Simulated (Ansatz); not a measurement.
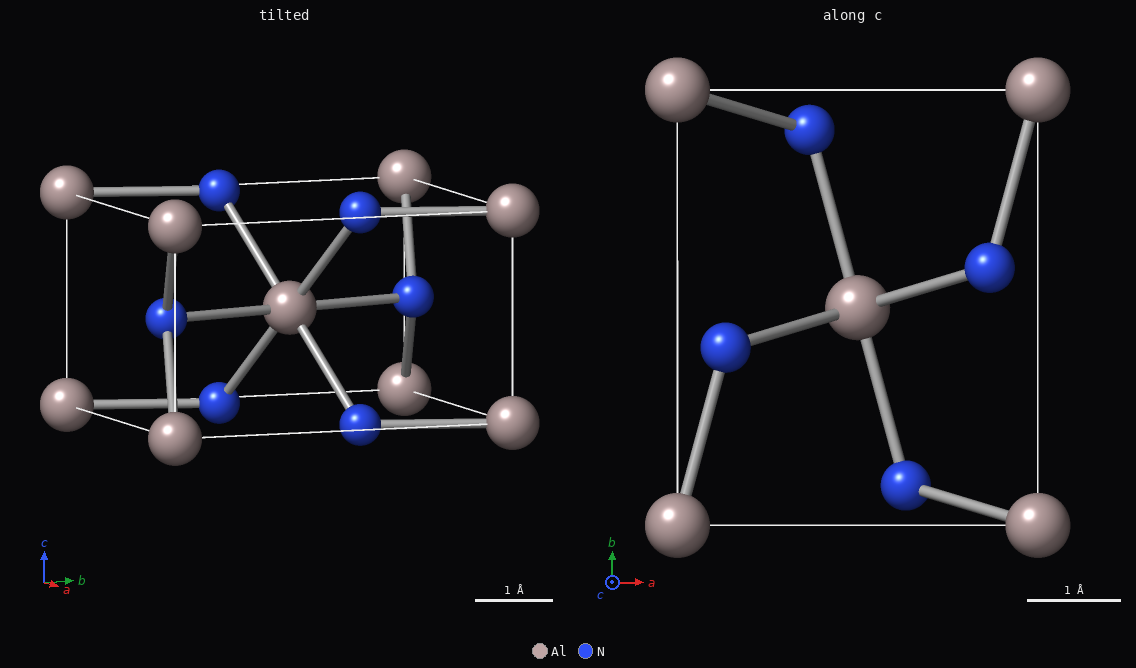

A ball-and-stick picture of a crystal structure, seen slightly off an axis and along the c axis. The edges of the conventional unit cell are marked.

### Count the atoms and give the formula.

AlN$_{2}$. The cell holds 2 Al, 4 N, counting shared atoms by their share.

### What kind of lattice is this?

Primitive orthorhombic.

### Describe the environment of the Al atoms.

Each Al has six N in an octahedral arrangement at about 2.0 Å.

### Describe the bonded network.

The bonds build a three-dimensional framework.

The model was built from a textbook structure type filled with these elements (whether it is the usual form wasn't checked). Relaxation method: DFT PBE, scalar-relativistic, plane waves, PAW (Ansatz 0.2.0).
